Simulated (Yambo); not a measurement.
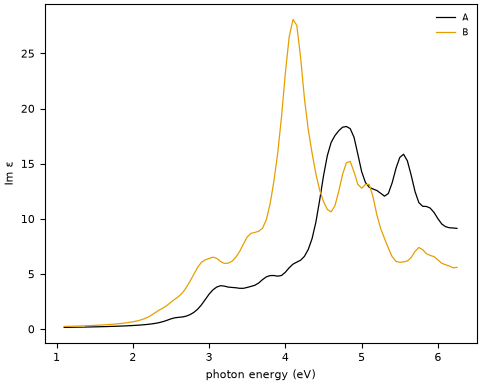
Figure. Two computed absorption spectra of SnS$_{2}$ (CdI2 type, space group P-3m1, No. 164) (Yambo, PBEsol bands with the same scissor, field along x)

Axes are Cartesian, with cell vectors (Å) (3.67, 0.00, 0.00), (-1.84, 3.18, 0.00), (0.00, 0.00, 6.23).

### Question
Which curve includes the electron-hole attraction (BSE)?

### Answer
Curve B: the attraction moves weight to lower energy (centre of the plotted range 4.4 eV against 4.9 eV). Settings: 6×6×4 mesh, 10 valence and 6 conduction bands, static screening with 80 bands and a 4 Ry block, scissor 0.74 eV, Tamm-Dancoff. The scissor comes from a G0W0 run whose convergence isn't established. Broadening 0.15 eV. The band window holds all transitions up to 6.3 eV. On this mesh the peak heights and the fine structure are mesh artefacts; only the shift of weight is robust.

The standard potential for Sn keeps a d shell in the valence without the s and p states of that shell. In tests on such compounds this moved G0W0 gaps by up to about 0.9 eV, so absolute quasiparticle energies here are unreliable; differences between settings are what counts.

Spin-orbit coupling is included.

Geometry of the Materials Project entry, not relaxed at this level; primitive cell a = b = 3.674 Å, c = 6.229 Å, α = β = 90.00°, γ = 120.00°.

The distance between layers or molecules is the database entry's, not relaxed here. Functionals without dispersion can leave it too large, which widens gaps and weakens the response across layers: the numbers belong to this cell.
